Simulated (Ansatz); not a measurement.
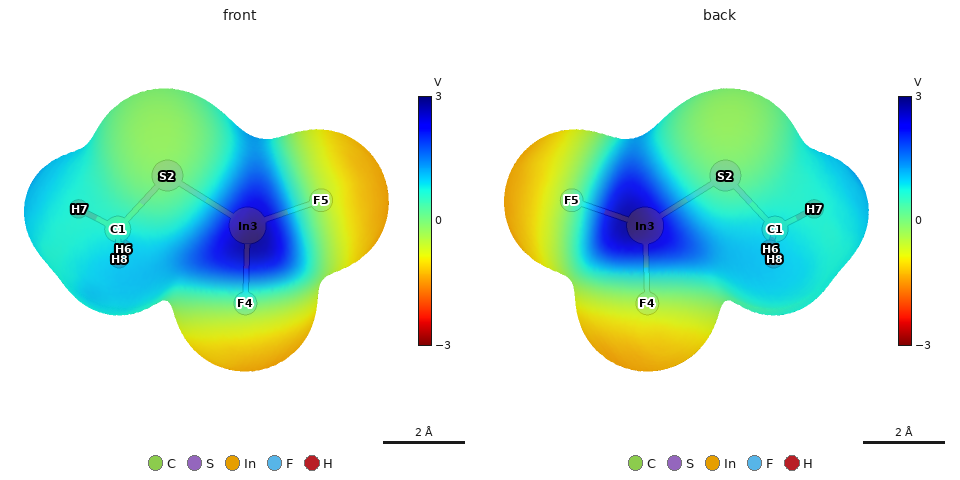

Figure. CH₃F₂InS. The molecular electrostatic potential painted on the density surface at 0.001 e/bohr³, seen from the front and from behind; the colour scale runs from red (negative) to blue (positive).

Geometry: PBE0-D4/def2-TZVP; core potentials replace the inner electrons of In.

These are results of Ansatz 0.2.0, RKS PBE0-D4/def2-TZVPP, not measurements.

```xyz
8

C    -0.4739   -0.6285    1.2534
S     0.6703    0.7650    0.9794
In    0.6691    0.8688   -1.3565
F    -0.4036   -0.3782   -2.3883
F     1.6319    2.0812   -2.5100
H    -1.4696   -0.4109    0.8731
H    -0.5255   -0.7477    2.3358
H    -0.0987   -1.5497    0.8130
```

> Which sites attract a positive test charge, and which a negative one?

A positive charge is drawn to the negative regions and a negative charge to the positive ones. The most negative region (about −1.4 V) lies over F4 and F5, the most positive (about +2.8 V) over In3.
